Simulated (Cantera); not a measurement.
Feed: 1 mol Si, 4.5 mol HCl, equilibrated at 652 °C.

These are equilibrium values from Cantera (NASA tables, ideal gas, pure condensed phases), not measurements of a reactor. Candidate condensed phases: Si; 19 gas species. The tables' values for SiCl₃ are old estimates; treat these amounts as uncertain. Kinetics and transport are ignored.

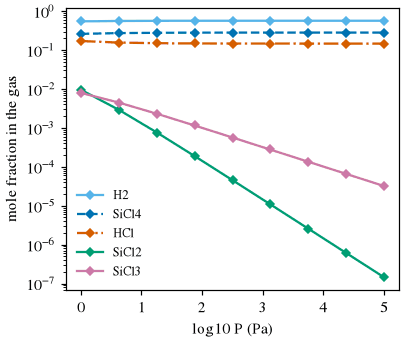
Equilibrium gas composition (values under 1e-9 drawn at 1e-9)

Read off the mole fractions at 1.00e-5 bar.

H₂ about 0.55, SiCl₄ about 0.26, HCl about 0.17, SiCl₂ about 0.0096, SiCl₃ about 0.0079.
